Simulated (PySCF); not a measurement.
# SnH2MeCl (CH5ClSn): electronic structure

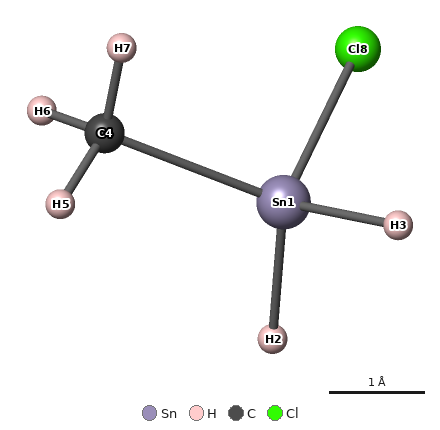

The molecule, with its atoms numbered as below. No frequency check shows the geometry to be a minimum.

Coordinates in Å:

```
Sn1     -0.3005   -0.3647    0.0000
H2      -0.4341   -1.3662   -1.3650
H3      -0.4363   -1.3707    1.3615
C4      -1.6377    1.3384   -0.0001
H5      -2.6687    1.0171   -0.0793
H6      -1.3961    1.9808   -0.8398
H7      -1.5054    1.8950    0.9214
Cl8      1.8408    0.4733    0.0001
```

## 1. Bonding charge

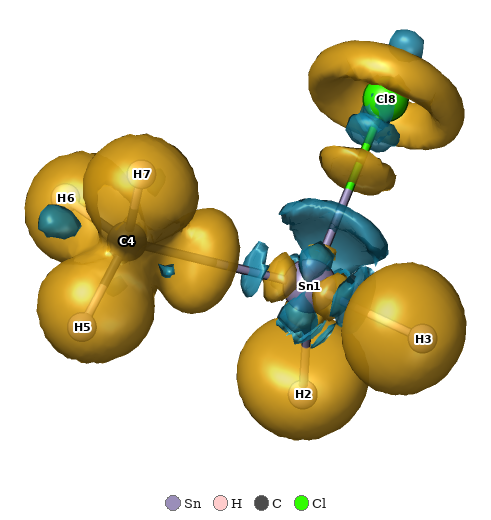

Deformation density (molecule less spherical, spin-averaged free atoms at the same positions), surfaces at ±0.07 e/Å³; yellow: gain, teal: loss.

Level of theory: ωB97X/def2-SVPD (PySCF), at a geometry from GFN2-xTB. Core potentials replace the inner electrons of Sn; spin–orbit coupling isn't included.

Describe the bonding that the map shows.

Answer. C4–H6: +0.68 e/Å³ at the bond critical point (bond length 1.08 Å). C4–H7: +0.68 e/Å³ at the bond critical point (bond length 1.08 Å). C4–H5: +0.68 e/Å³ at the bond critical point (bond length 1.08 Å). Sn1–H3: +0.19 e/Å³ at the bond critical point (bond length 1.70 Å). Sn1–H2: +0.19 e/Å³ at the bond critical point (bond length 1.70 Å). Sn1–C4: +0.13 e/Å³ at the bond critical point (bond length 2.17 Å). Sn1–Cl8: +0.01 e/Å³ at the bond critical point (bond length 2.30 Å); up to 0.6 Å beside the axis the gain reaches +0.09 e/Å³. In all, 1.8 electrons gather in the regions of gain relative to the promolecule. A small or negative value marks a very polar bond, one between electron-rich atoms, whose free-atom densities already overlap strongly, a long bond to a heavier atom, or a closed-shell contact such as a hydrogen bond.

Where do the Hirshfeld charges lie?

Answer. The highest Hirshfeld charge is on Sn1 (+0.50 e), the lowest on Cl8 (−0.24 e).

```tsv
atom	charge (e)
Sn1	+0.50
H2	−0.09
H3	−0.09
C4	−0.21
H5	+0.04
H6	+0.05
H7	+0.05
Cl8	−0.24
```

## 2. Local ionisation energy

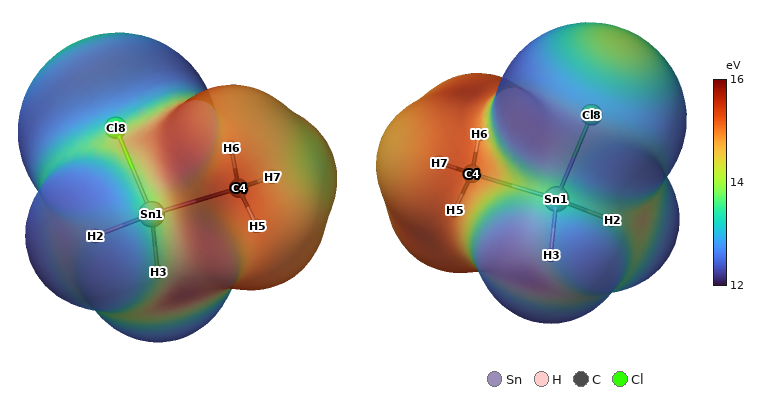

Average local ionisation energy on the surface of electron density 0.001 a.u. (back view left, front view right).

Where are the most loosely bound electrons on this surface?

Answer. The lowest value is 12.2 eV, 1.5 Å from H2, and at like points elsewhere. Further minima include 12.3 eV, 2.1 Å from Cl8, and at like points elsewhere; 13.9 eV, near H6 (1.78 Å), H7 (1.95 Å) and C4 (1.98 Å). For comparison, the highest occupied orbital lies at −10.7 eV.

## 3. Excited states

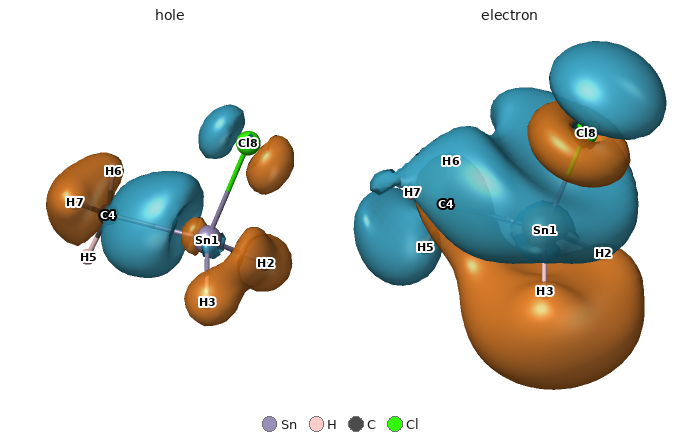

Leading natural transition orbital pair of S₅ (TDA singlet states); the surfaces enclose about 70 % of each orbital's density.

Method: CAM-B3LYP/def2-TZVP; geometry: GFN2-xTB; program: PySCF. Core potentials replace the inner electrons of Sn; spin–orbit coupling isn't included. Without diffuse functions Rydberg states are missing, so the states' numbers hold for this basis only.

Where does the state lie, and where do hole and electron sit?

Answer. 8.06 eV (154 nm), f = 0.131 (bright), partly diffuse acceptor orbital, which a basis without diffuse functions describes poorly; the leading pair carries 72 %; hole on Cl8 (31 %), C4 (26 %) and Sn1 (24 %), electron on Sn1 (45 %), Cl8 (19 %) and C4 (10 %) (atom shares of so diffuse an orbital are rough) (shares are of the whole state, not of the leading pair alone); their centroids lie 0.4 Å apart. In canonical orbitals it is mainly HOMO−2 → LUMO (52 %). The HOMO–LUMO gap is 10.18 eV.

The PySCF runs shown took 15 s and 7.9 min on 1 thread of Arm Neoverse V1, on a shared host.
